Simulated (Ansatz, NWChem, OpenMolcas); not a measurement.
How basis sets differ on BNH6 (SMILES [BH3-][NH3+])

BNH6: 8 atoms, total charge 0, spin state singlet. SMILES: `[BH3-][NH3+]`. The coordinates come from a PBE0-D4/def2-TZVP relaxation.

Each level gives the HOMO–LUMO gap (eV). The values are calculated.

```csv
level,kind,program,value (eV)
HF/STO-3G,Hartree–Fock,NWChem,23.71
HF/3-21G,Hartree–Fock,Ansatz,16.50
HF/def2-SVP,Hartree–Fock,NWChem,14.75
HF/pcseg-1,Hartree–Fock,OpenMolcas,14.35
HF/def2-TZVP,Hartree–Fock,Ansatz,13.77
```

The values span 13.77 to 23.71 eV. A Hartree–Fock LUMO above zero doesn't converge with the basis: it sinks as sets grow more diffuse. Orbital gaps aren't excitation energies.

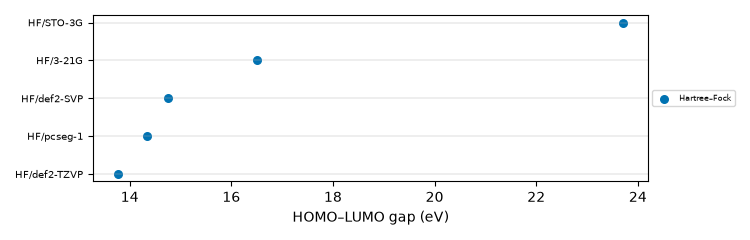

The values of the table, level by level.
